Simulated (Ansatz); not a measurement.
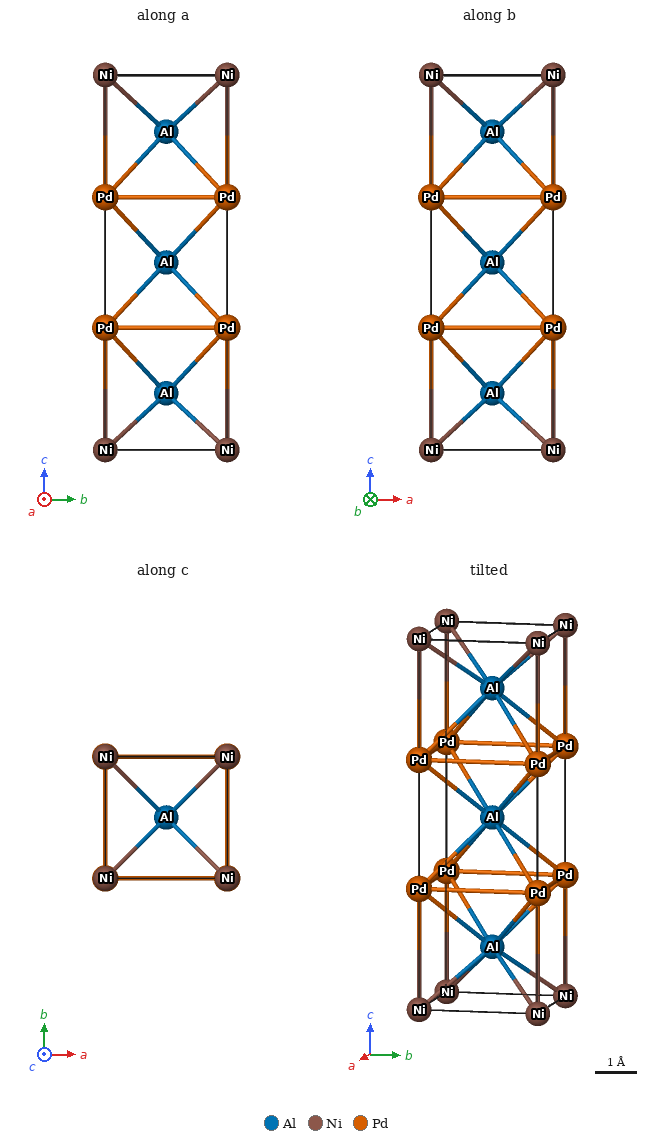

View along the a axis, along the b axis, along the c axis and slightly off an axis, drawn as a ball-and-stick model. The outline marks the conventional unit cell.

Lattice parameters: a = 2.994 Å, b = 2.994 Å, c = 9.209 Å, α = 90.00°, β = 90.00°, γ = 90.00°. Put a along x and b in the xy plane.

Question: Convert the drawing into a POSCAR file, with free fractional coordinates to two decimals.

Answer:
```
Al Ni Pd
1.0
     2.994    0.000    0.000
     0.000    2.994    0.000
     0.000    0.000    9.209
Al Ni Pd
3 1 2
Direct
  0.50 0.50 0.85
  0.50 0.50 0.15
  0.50 0.50 0.50
  0.00 0.00 0.00
  0.00 0.00 0.33
  0.00 0.00 0.67
```

Origin of the cell: a structure type filled with these elements by a generator (whether the compound takes this form wasn't checked). Earlier steps of the study may have refined or changed the cell and positions. A calculation with Ansatz used it as input.
